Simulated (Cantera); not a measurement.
Input: 1 mol C₆H₆, 1.7 mol O₂, 14 mol H₂, 0.0067 mol H₂O, held at 13.3 mbar.

Cantera equilibrium calculation (NASA polynomials, part measured and part estimated; ideal gas, pure solids and liquids). Candidate condensed phases: C, C₆H₆, C₇H₈, C₈H₁₈, H₂O; 110 gas species. The numbers say what is thermodynamically allowed, not how fast it happens.

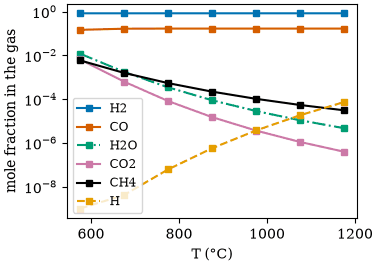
Fig. 1. Equilibrium gas composition (values under 1e-9 drawn at 1e-9)

From 575 °C to 1175 °C the condensed part is C(graphite). The main C-bearing gas is CO throughout.
